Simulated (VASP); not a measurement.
Band structure of ZnSnAs2 (space group R3m). These are PBEsol GGA, VASP's PBE PAW potentials (set 64) (plane waves; VASP) values and carry that method's errors.

Unless said otherwise, spin-orbit coupling is left out, though it shifts the bands of the heavy elements here.

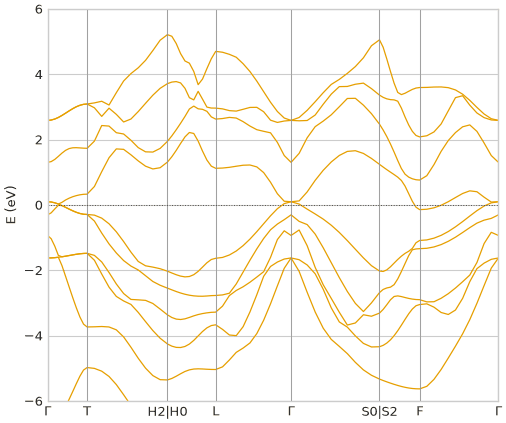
Figure: Bands along high-symmetry lines, zero at the valence-band maximum or, without a gap, the Fermi level

Read the plot: is there a gap, and where are the band edges?

It has no gap at this level: it comes out as a metal or semimetal. (Edges off the drawn lines would not show.)

The structure comes from a computed database's ZnSnAs2 entry (R3m); how it stands against other phases isn't given here. It was relaxed first, which changed the volume by -5 %.
